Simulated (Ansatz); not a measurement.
# C$_{2}$H$_{7}$Si (SMILES CC[SiH2-]) (charge −1): what the fields show

```xyz
10

C    -0.4762   -0.4008   -1.6002
C    -1.0164    1.0114   -1.3492
Si   -0.8625    1.5656    0.5571
H     0.6004   -0.4520   -1.3643
H    -0.9774   -1.1324   -0.9435
H    -0.6017   -0.7441   -2.6457
H    -2.0869    1.0450   -1.6259
H    -0.5019    1.7248   -2.0181
H     0.6608    1.8755    0.5122
H    -1.2666    3.0485    0.3338
```

Geometry: B3LYP-D3(BJ)/def2-SVPD; the highest occupied orbital lies above zero, a sign that basis and functional describe the outermost electron poorly.

These are results of isolated molecule in a Gaussian basis; Kohn-Sham density functional theory, functional PBE0 (Ansatz), not measurements.

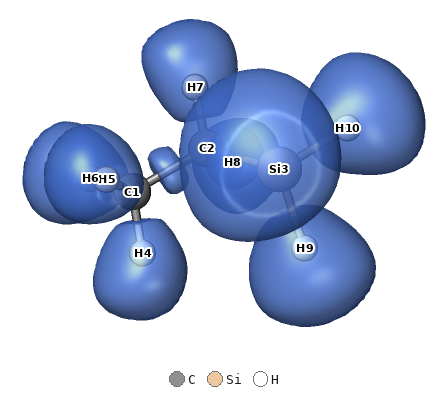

Figure 1. Isosurface of the electron localisation function at 0.8 (blue), seen at an oblique angle. Only the valence region is drawn (cores and ρ < 0.01 e/Å³ removed).

### Describe the localisation domains.

The surface consists of one region between bonded C–C atoms (shared pairs), one region between bonded C–Si atoms (shared pairs), seven regions around hydrogen nuclei and one lobe on Si, pointing away from the bonds (lone pairs). Profiles from the grid: C–C (1.53 Å): the ELF peaks at about 0.95 between the atoms; a shared electron pair. C–Si (1.99 Å): the ELF peaks at about 0.95 between the atoms (a covalent bond).

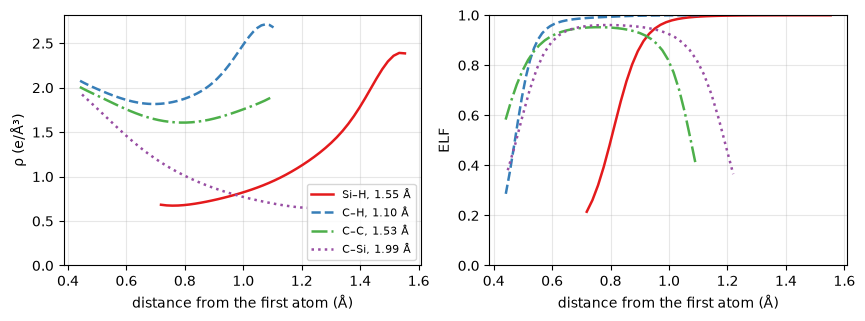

Figure 2. Total electron density and ELF along straight lines between neighbouring atoms. The curves leave out the atomic cores.

### What can be read from the curves?

Si–H (1.55 Å): the density is about 0.67 e/Å³ at the midpoint; the ELF climbs to about 1 towards the hydrogen, as it does in any bond to H.
C–H (1.10 Å): ρ at the midpoint is about 1.9 e/Å³; the ELF climbs to about 1 towards the hydrogen (a covalent bond by its length).
C–C (1.53 Å): ρ at the midpoint is about 1.6 e/Å³; the ELF peaks at about 0.95 between the atoms; a shared electron pair.
C–Si (1.99 Å): ρ is about 0.77 e/Å³ halfway; the ELF peaks at about 0.95 between the atoms: a covalent bond.

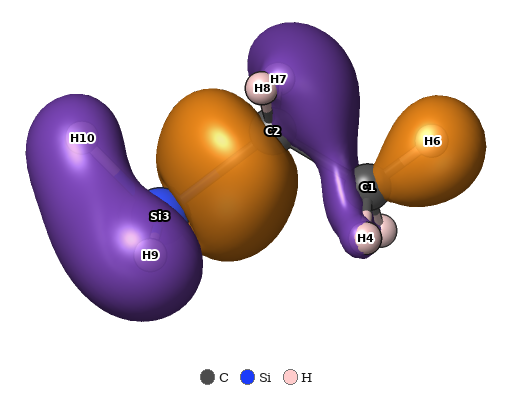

Figure 3. The HOMO−1 at ±0.1 Å⁻³ᐟ² (orange and purple are the two phases), seen at a tilt.

### What is the character of this orbital?

Its weight (Hirshfeld) is mainly on C2 (about 35 %), Si3 (about 30 %), H9 (about 10 %), C1 (about 5 %) and H10 (about 5 %). Its energy is −2.62 eV.
